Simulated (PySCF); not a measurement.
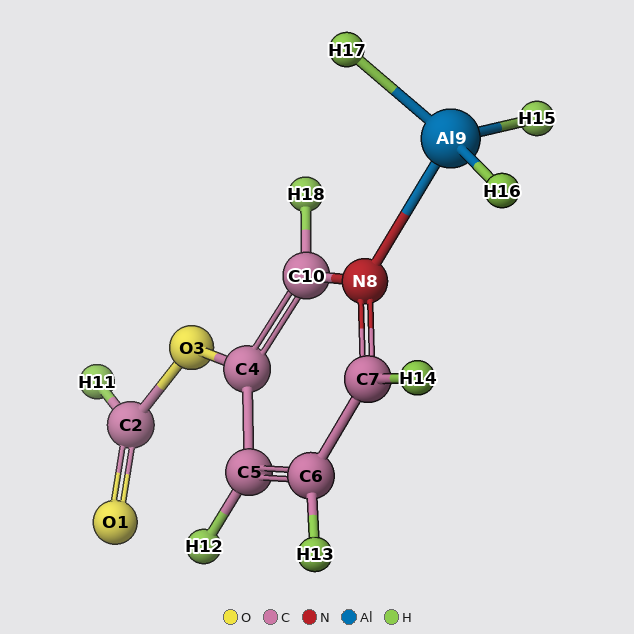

Computed geometry: PBE0-D3(BJ)/def2-SVP optimisation. No frequency run is at hand to confirm it as a minimum. Electric field gradients from the ground-state density, PBE0/pcSseg-1 (PySCF 2.14.0), non-relativistic apart from any core potentials.

Give the largest field-gradient component, the quadrupole coupling constant and the asymmetry for 17O at O1 (Q = −25.6 mb), 17O at O3 (Q = −25.6 mb), 14N at N8 (Q = 20.44 mb), 27Al at Al9 (Q = 146.6 mb), 2H at H11 (Q = 2.86 mb), 2H at H12 (Q = 2.86 mb).

```tsv
atom	V_zz (a.u.)	e²qQ/h (MHz)	η
O1	−1.664	10.01	0.34
O3	1.735	−10.44	0.11
N8	−0.732	−3.52	0.17
Al9	0.873	30.1	0.01
H11	0.264	0.178	0.05
H12	0.296	0.199	0.03
```
